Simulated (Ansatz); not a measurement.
# ClHO₃W (SMILES [O]=[W](=[O])([OH])[Cl]): what the fields show

Input file:

```
crystal:
  periodic: [false, false, false]
  atoms:
    - {symbol: O, position_ang: [-0.496063, -1.862103, -0.422873]}
    - {symbol: W, position_ang: [0.172094, -0.312388, -0.231225]}
    - {symbol: O, position_ang: [1.611933, -0.473146, 0.653825]}
    - {symbol: O, position_ang: [-1.042638, 0.746642, 0.720188]}
    - {symbol: Cl, position_ang: [0.642696, 0.565669, -2.266377]}
    - {symbol: H, position_ang: [-0.845821, 1.271325, 1.500161]}
basis:
  gaussian: {orbitals: def2-TZVPP}
hamiltonian: {xc: pbe0, dispersion: d4}
output: {orbitals: {seedname: orbitals}}
```

Launched as:

```sh
ansatz run in.yaml --threads 4 --pin off --events-out ev --progress --plain --max-ram 10444MiB
```

Geometry: PBE0-D4/def2-TZVP; core potentials replace the inner electrons of W.

The calculation used RKS PBE0-D4/def2-TZVPP (Ansatz 0.2.0).

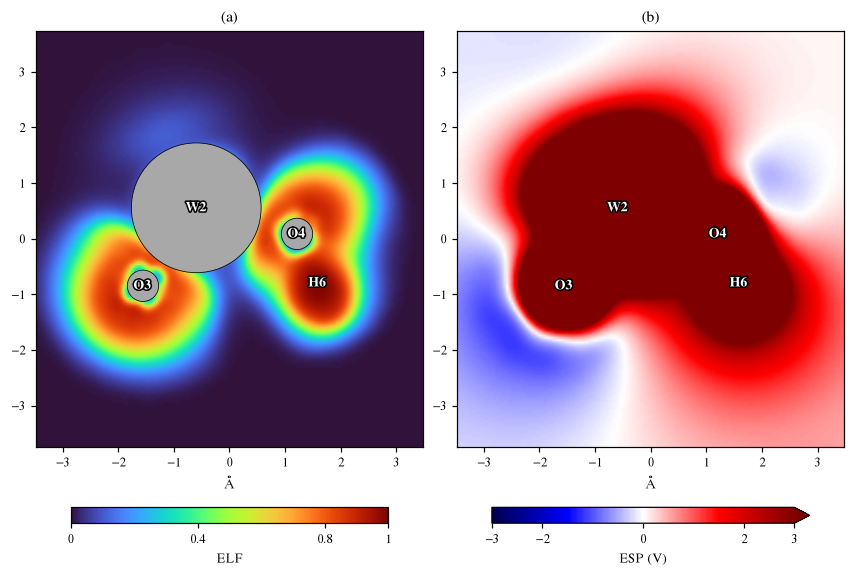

Figure 1. (a) electron localisation function; (b) molecular electrostatic potential on the plane of atoms O3, W2 and O4. Grey discs cover the atomic cores in the ELF map.

> What do the fields say about this system?

- The section cuts through W, O and H sites.
- W–O (1.70 Å): the ELF peaks at about 0.80 in the valence shell of O, 0.5 Å from its nucleus, and drops to about 0.35 between the two atoms.
- O–H (0.96 Å): the ELF climbs to about 1 towards the hydrogen, as it does in any bond to H; a covalent bond by its length.
- W–O (1.87 Å): the ELF peaks at about 0.85 in the valence shell of O, 0.6 Å from its nucleus, and drops to about 0.25 between the two atoms.
- Outside the dense part of the molecule the potential is most negative (−1.2 V) near O3.

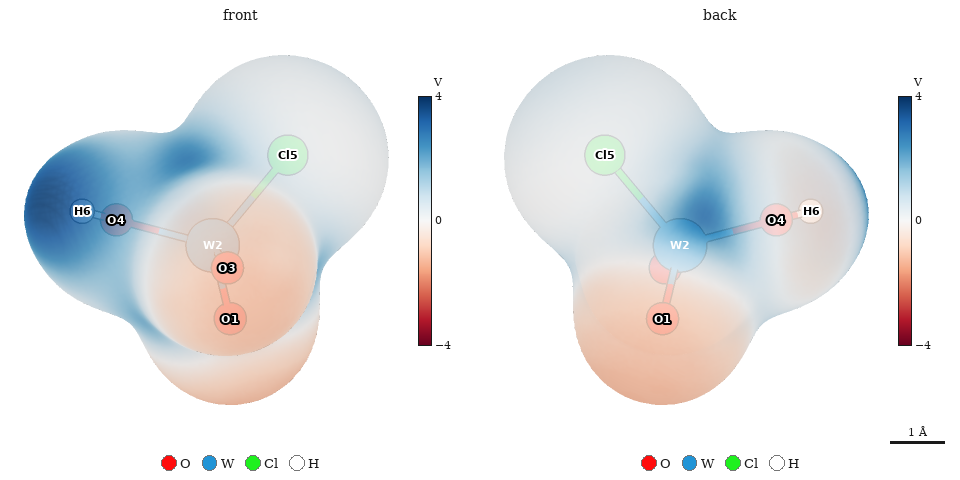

Figure 2. The molecular electrostatic potential painted on the density surface at 0.002 e/bohr³, seen from the front and from behind; red is negative and blue positive.

> Describe the electrostatic potential map.

The most negative region (about −1.2 V, or −28 kcal/mol for a unit charge) lies over O1, the most positive (about +3.6 V, or +83 kcal/mol for a unit charge) over H6. O1 is the likeliest acceptor of a hydrogen bond.

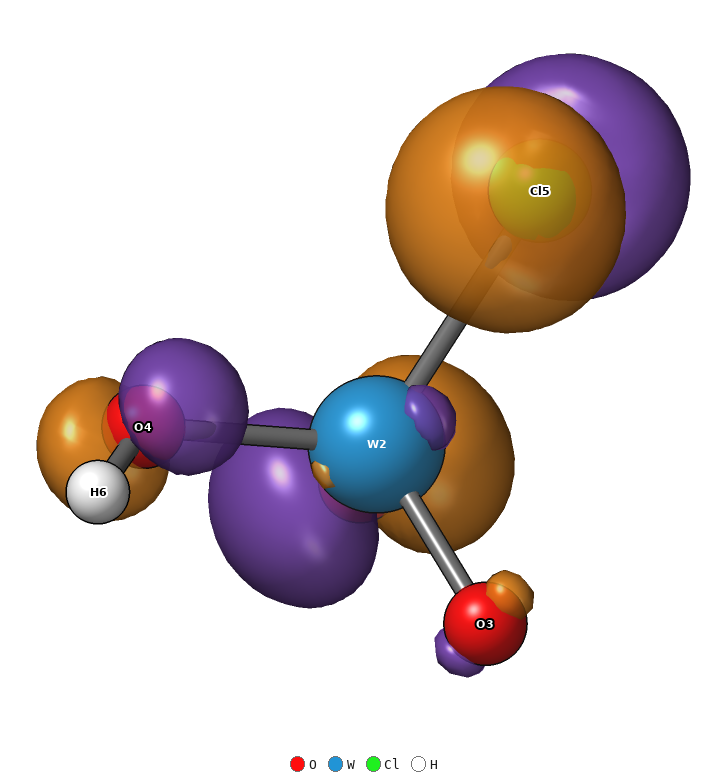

Figure 3. The HOMO−1 at ±0.15 Å⁻³ᐟ² (orange and purple are the two phases), seen at a tilt.

> What is the character of this orbital?

Its weight (Hirshfeld) is mainly on Cl5 (about 45 %), O1 (about 35 %), O4 (about 10 %) and W2 (about 10 %); largely a combination of lone pairs on Cl5, O1 and O4. Its energy is −9.85 eV.
